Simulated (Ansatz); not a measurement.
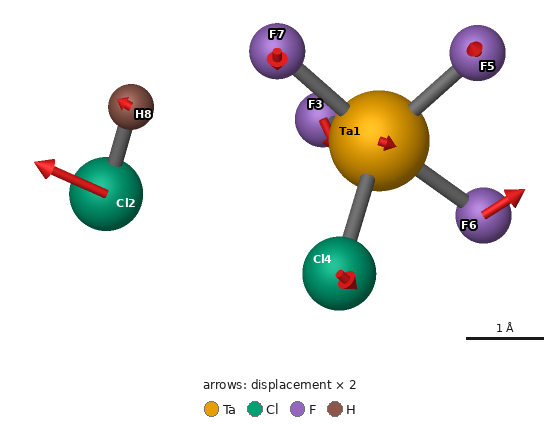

This is a relaxation of TaHCl2F4. The starting structure is drawn; red arrows show the displacements, 2 times their true length. The two geometries are superimposed by the best rigid fit.

A ball-and-stick model, seen face on.

The run prepares an end point of a later path (reaction) calculation, from a guessed geometry.

Method: RKS B3LYP/def2-SVP in Ansatz.

Input
```yaml
crystal:
  periodic: [false, false, false]
  atoms:
    - { symbol: Ta, position_ang: [-0.399633, 0.273947, -0.241449] }
    - { symbol: Cl, position_ang: [3.253701, 0.019953, -0.522691] }
    - { symbol: F, position_ang: [0.559685, -0.080913, 1.315317] }
    - { symbol: Cl, position_ang: [0.064232, -0.601103, -2.310598] }
    - { symbol: F, position_ang: [-1.883381, 1.391625, -0.208031] }
    - { symbol: F, position_ang: [-1.521733, -1.170498, 0.212754] }
    - { symbol: F, position_ang: [0.69237, 1.833268, -0.49089] }
    - { symbol: H, position_ang: [2.730359, 1.246022, -0.521911] }
basis:
  gaussian: { orbitals: def2-SVP }
hamiltonian:
  xc: b3lyp
relax:
  f_tol: 0.03
  max_steps: 50
output:
  orbitals: {}
```

Run as
```bash
ansatz run input.yaml --threads 4 --pin off --max-ram 5120MiB --backend cpu --events-out ev --progress --plain --runs-dir out
```

What did the optimiser do to the structure, and how much energy did it gain?

The largest move after the best rigid fit is that of Cl2, 0.54 Å. By element the largest moves are Cl 0.54 Å, F 0.33 Å, Ta 0.12 Å, H 0.11 Å. Near-neighbour distances that change, for instance: Cl2–H8 1.333 → 1.294 Å, Ta1–F7 1.920 → 1.905 Å, Ta1–Cl4 2.294 → 2.285 Å. Bond angles that change, for instance: F3–Ta1–Cl4 125.2° → 117.9°, F3–Ta1–F5 120.7° → 126.8°, F6–Ta1–F7 172.9° → 168.3°. The energy falls by 0.059 eV in 7 accepted moves (9 points after the start). The largest force component goes from 0.98 to 0.0076 eV/Å. The line search rejected the trial steps at points 5, 7 of the run.
